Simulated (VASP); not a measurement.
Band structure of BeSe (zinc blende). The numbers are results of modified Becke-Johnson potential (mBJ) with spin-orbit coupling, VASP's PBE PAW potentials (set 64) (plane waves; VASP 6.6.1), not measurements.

mBJ is a potential without an energy functional, so only the levels count.

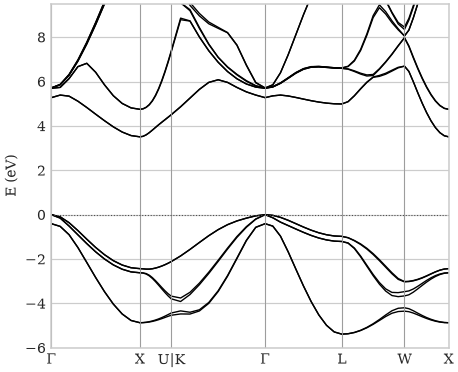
Fig. 1. Bands along high-symmetry lines, zero at the valence-band maximum or, without a gap, the Fermi level

Task: Read the plot: is there a gap, and where are the band edges?

Result: The gap is indirect, 3.51 eV, from the valence maximum at Γ to the conduction minimum at X.

Measured: gap 4.00 eV (computed value off by -0.49 eV), as given by Das et al., (2018), arXiv:1807.05623.

The compound is BeSe in the zinc blende structure. It was relaxed first. The cell's shape comes from a PBE relaxation.
